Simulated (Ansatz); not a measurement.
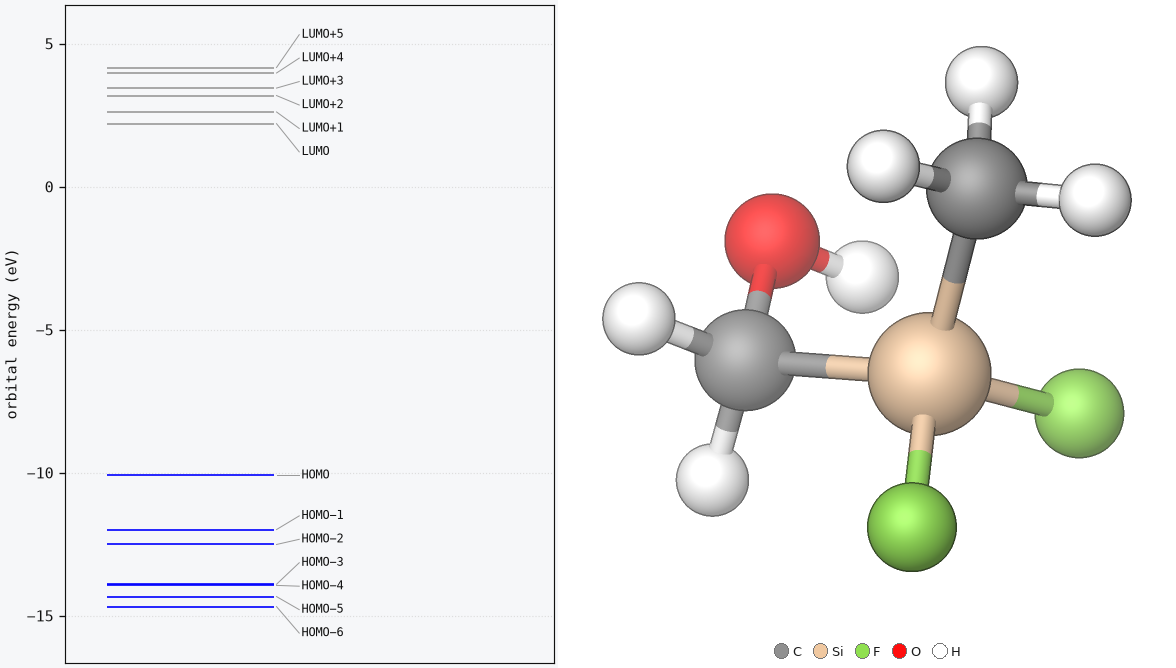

C₂H₆F₂OSi, SMILES C[Si](F)(F)CO. Kohn-Sham orbital energies near the frontier, ωB97M-V/def2-TZVPP with the Ansatz code 0.2.0, at a PBE0-D4/def2-TZVP geometry (a minimum by its frequencies), isolated molecule; empty levels in grey, levels within 0.03 eV side by side.

**Where do the frontier orbitals lie?**

HOMO at −10.09 eV, LUMO at 2.20 eV, 12.30 eV apart.

**How far below the HOMO does the next level lie?**

1.89 eV.

**List the levels.**

| orbital | energy (eV) |
| --- | --- |
| LUMO+5 | 4.16 |
| LUMO+4 | 3.97 |
| LUMO+3 | 3.44 |
| LUMO+2 | 3.18 |
| LUMO+1 | 2.61 |
| LUMO | 2.20 |
| HOMO | −10.09 |
| HOMO−1 | −11.99 |
| HOMO−2 | −12.51 |
| HOMO−3 | −13.90 |
| HOMO−4 | −13.94 |
| HOMO−5 | −14.33 |
| HOMO−6 | −14.68 |

Note: one conformer of a flexible molecule; empty levels above zero depend strongly on the basis.
